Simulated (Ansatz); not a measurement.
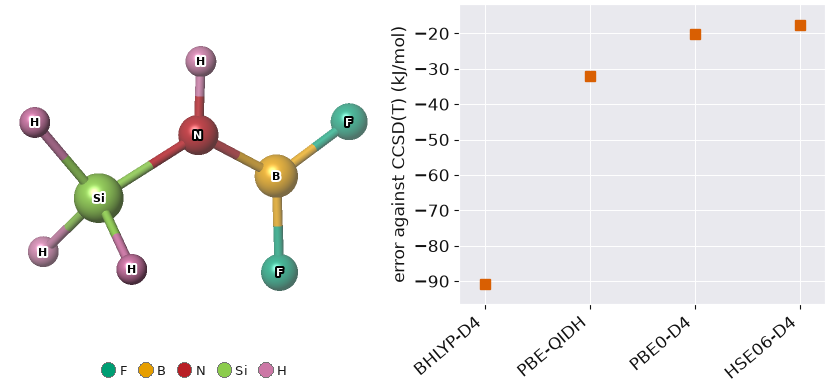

Error in the electronic atomisation energy (method less reference, so positive means overbinding) of BSiNH₄F₂, SMILES FB(F)N[SiH3]: functionals in def2-TZVPP against frozen-core CCSD(T) at the limit (MP2 extrapolated from triple and quadruple zeta, plus CCSD(T) less MP2 in a smaller set), which gives 3516.9 kJ/mol, at a PBE0-D4/def2-TZVP geometry (a minimum by its frequencies), no zero-point or spin-orbit term, the Ansatz code 0.2.0. The reference leaves out core correlation, a term that grows with the number of heavy atoms. PBE-QIDH holds a correlation term that converges slowly with the basis, so part of the distance to the limit is basis error. No dispersion term is added to PBE-QIDH.

**What range do the values span?**

From −90.7 kJ/mol (BHLYP-D4) to −17.5 kJ/mol (HSE06-D4).

**Which of these levels overbind, and which underbind?**

Overbind: none clearly. Underbind: BHLYP-D4 and PBE-QIDH. Within 25 kJ/mol of zero, too close to call in view of what the reference leaves out: PBE0-D4 and HSE06-D4.

Caveats, for all or some of the runs: one conformer of a flexible molecule.
